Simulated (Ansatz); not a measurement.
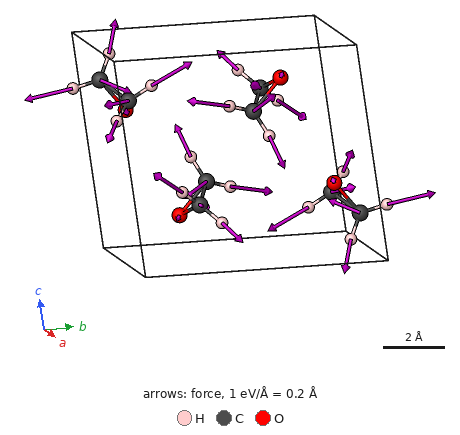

Starting geometry of a crystal of H4C2O (set up in P2_1/c) (coarse preliminary run) with the computed forces as purple arrows. A ball-and-stick model of the cell of the calculation, seen slightly off an axis.

Theory: DFT PBE+D3(BJ), scalar-relativistic, plane waves, PAW in Ansatz. (plane-wave cutoff 420 eV; k-point mesh 6 × 4 × 4; occupations gaussian; smearing width 0.1 eV; no spin polarisation; cell and atoms relaxed; force threshold 0.05 eV/Å; at most 70 steps)

**Is this structure relaxed? If not, where do the atoms go?**

It isn't relaxed: the largest force vector, on H atoms, is 8.37 eV/Å. The final displacements follow the starting forces only in part (cosine between the two patterns 0.69). After 5 accepted moves (6 points after the start) the energy has fallen by 268 meV per atom. The largest force component goes from 8 to 0.05 eV/Å. The pressure goes from 25.10 to −0.25 GPa. At 1 point the geometry stayed and the basis and grid were re-selected for the new cell (energy shift of less than 0.05 meV per atom at most each time). The largest moves relative to the cell, 0.22 Å, are those of H atoms. By element the largest moves are H 0.22 Å, C 0.04 Å, O 0.03 Å. The volume changes by +0.1 %, with a 4.645 → 4.689 Å (+1.0 %), b 8.407 → 8.360 Å (−0.6 %), c 7.432 → 7.451 Å (+0.3 %), β 118.0° → 118.6°. Among the contacts that change: C–H 0.935 → 1.094 Å, C–H 0.963 → 1.093 Å, C–C 1.439 → 1.467 Å, C–O 1.426 → 1.446 Å. Bond angles that change, for instance: H–C–H 126.2° → 116.5°, H–C–H 123.8° → 116.5°, H–C–C 113.6° → 119.5°. The space group stays P2_1/c (No. 14).
